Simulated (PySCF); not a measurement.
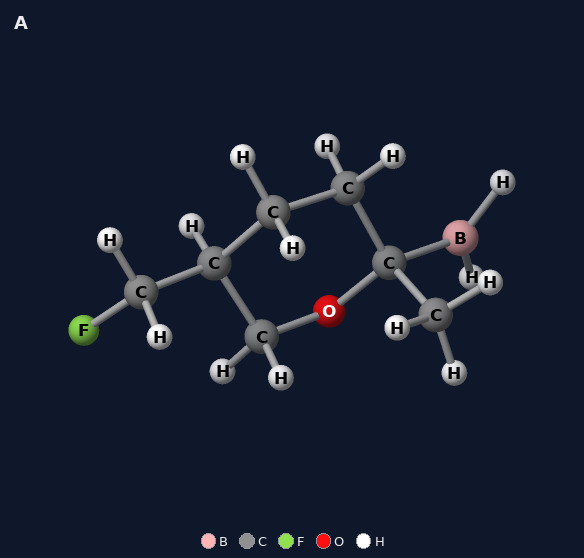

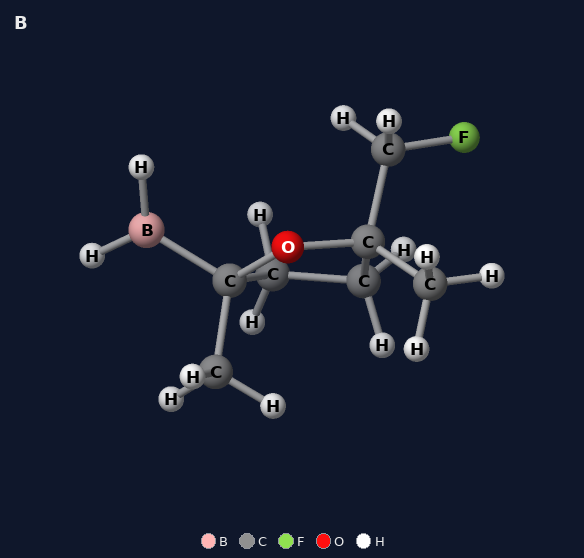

2 stationary structures of one formula. Geometries: GFN2-xTB. Electronic energies: PBE0/pcSseg-1 (PySCF 2.14.0), without zero-point energy. No frequency run is at hand to confirm each as a minimum. Each is one conformer, not always the lowest.

How are they related?

Answer. They are constitutional isomers of C7H14BFO: A `B[C@@]1(C)CC[C@H](CF)CO1`, B `B[C@@]1(C)CC[C@@](C)(CF)O1`.

Which structure is the most stable?

Answer. B is lowest; A lies 20.9 kJ/mol above it.

The geometry is semi-empirical. Around B such bond lengths and angles can be off by a tenth of an ångström or more and by several degrees, and values that hang on the shape move with them.
